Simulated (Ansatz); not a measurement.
Breaking the Mg1–O2 bond in MgO (multiplicity 1 held). Energies count from the point at 1.739 Å.


R- and RO- levels are restricted; in cc, def2 and unpolarised 6-31G sets they are followed outwards from rest. U- levels take the lowest unrestricted solution at each point, which mixes spins at long bonds. Levels need not reach the same state.

Cores are frozen in the correlated methods.

The values were computed with Ansatz (an electronic-structure program). Each number belongs to the level named beside it.

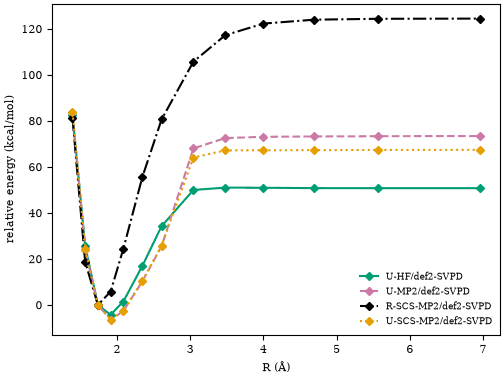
Fig. 1. Relative energy along the coordinate

Task: Read off the U-HF/def2-SVPD curve at R = 4.001.

Result: about 51 kcal/mol

Doubts at one or more of the structures used: a spin-contaminated determinant (U-HF/def2-SVPD, U-MP2/def2-SVPD, U-SCS-MP2/def2-SVPD); a restricted determinant that unrestricted orbitals would lower (R-SCS-MP2/def2-SVPD).
